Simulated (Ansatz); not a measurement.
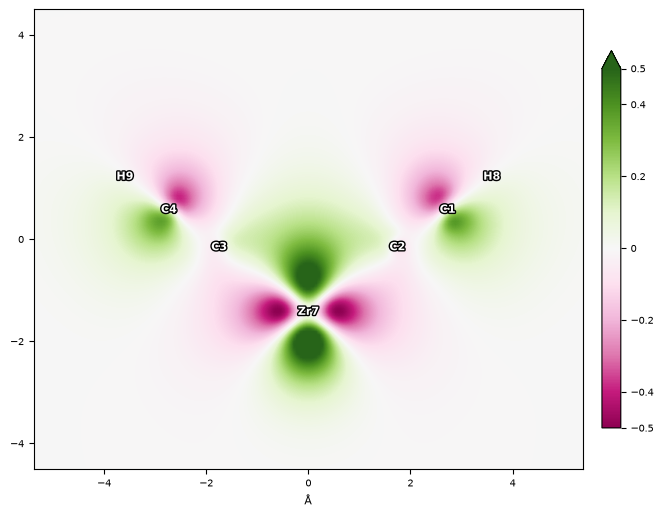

Figure. C4H2Cl2Zr. The LUMO on the plane of atoms C2, Zr7 and C3 (values in Å⁻³ᐟ²; the overall sign is arbitrary).

Geometry: PBE0-D4/def2-SVP; core potentials replace the inner electrons of Zr.

All numbers below come from Ansatz, isolated molecule in a Gaussian basis; Kohn-Sham density functional theory, functional PBE0.

Input file:

```
basis:
  gaussian:
    orbitals: def2-SVPD
crystal:
  periodic: [false, false, false]
  atoms:
    - symbol: C
      position_ang: [0.331108, -2.467916, 1.483329]
    - symbol: C
      position_ang: [-0.139947, -1.440026, 1.005845]
    - symbol: C
      position_ang: [0.582237, 1.264744, -1.080274]
    - symbol: C
      position_ang: [1.459813, 1.759932, -1.781051]
    - symbol: Cl
      position_ang: [-2.784329, -0.156879, -1.168400]
    - symbol: Cl
      position_ang: [-1.484562, 1.844880, 1.879013]
    - symbol: Zr
      position_ang: [-0.942835, 0.372686, 0.156673]
    - symbol: H
      position_ang: [0.746790, -3.370274, 1.900770]
    - symbol: H
      position_ang: [2.231717, 2.192863, -2.395894]
hamiltonian:
  xc: pbe0
output: {forces: true, orbitals: {seedname: orbitals}}
```

Launched as:

```sh
ansatz run input.yaml --threads 2 --pin off --max-ram 6090MiB --events-out events.jsonl --progress --plain --runs-dir runs
```

> Describe this orbital and give its energy.

By Hirshfeld shares it lies mainly on Zr7 (about 55 %), C1 (about 10 %), C4 (about 10 %), C2 (about 5 %) and C3 (about 5 %). Its energy is −2.99 eV.
